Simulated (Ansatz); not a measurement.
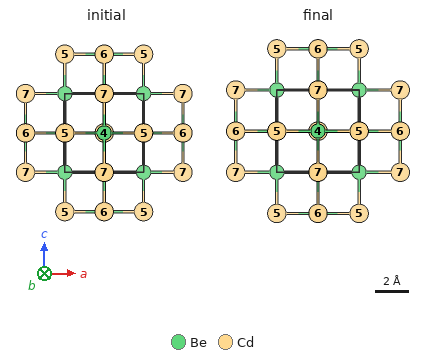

The structure of crystalline Be$_{4}$Cd$_{3}$ (a generated structure, set up in Pm-3m) (coarse preliminary run) before (left) and after (right) a relaxation, at one scale.

Style: ball-and-stick. Shown: the cell of the calculation, along the b axis.

Method: Ansatz 0.2.0, DFT PBE, scalar-relativistic, plane waves, PAW. Set-up: plane-wave cutoff 420 eV; k-point mesh 4 × 4 × 4; occupations gaussian; smearing width 0.1 eV; no spin polarisation; cell and atoms relaxed; force threshold 0.04 eV/Å; at most 70 steps.

What changed between the two?

After 1 accepted move (2 points after the start) the energy has fallen by 0.385 eV per cell of the calculation. All forces vanish by symmetry, so only the cell relaxes. Pressure: 8.95 GPa at the start and 0.01 GPa at the end. The SCF was repeated once at an unchanged geometry on a basis and grid sized afresh for the cell, which shifted the energy by 4.4 meV per cell of the calculation at most. The atoms keep their places relative to the cell (all moves are under 0.005 Å). The drawn cell changes as follows: a = b = c 4.824 → 5.043 Å (+4.5 %); the volume changes by +14.2 %. Among the contacts that change: Be–Cd 2.412 → 2.521 Å. The space group stays Pm-3m (No. 221).
